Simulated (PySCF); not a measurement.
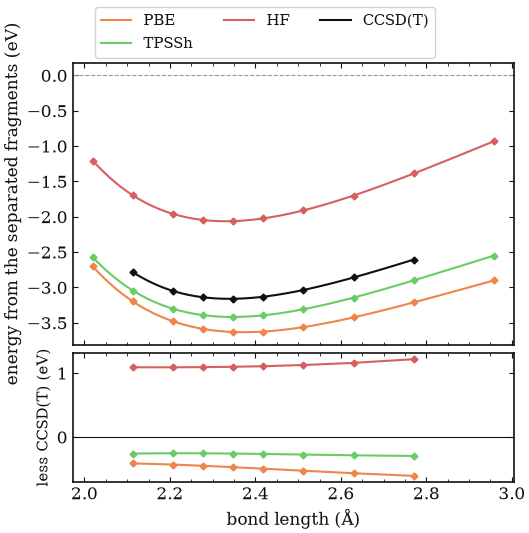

Bond curves of SiGe⁺, quartet (excess alpha electrons: σ +1, πx +1, πy +1), def2-TZVPPD (non-relativistic), PySCF: energy from the separated fragments (atoms in their ground configurations, no counterpoise). One reference determinant with the occupation held, the lowest that a PBE0 search over spins and occupations found; no spin-orbit coupling. Splines pass through the computed points, which are marked. References: UKS for PBE and TPSSh; UHF for HF and CCSD(T). The fragments are Si + Ge⁺.

**Where is the minimum of each curve?**

PBE: near 2.37 Å, −3.63 eV; TPSSh: near 2.35 Å, −3.42 eV; HF: near 2.33 Å, −2.06 eV; CCSD(T): near 2.34 Å, −3.16 eV (from the spline).

**Order the curves at 2.77 Å.**

PBE −3.21, TPSSh −2.90, CCSD(T) −2.60, HF −1.39 eV, from lowest to highest.

Caveats, for all or some of the runs: lowest determinant of a PBE0 search, another state may lie lower; no scalar relativity; spin-orbit coupling is left out; it can lower the fragment Ge⁺ more than the molecule, and De with it.
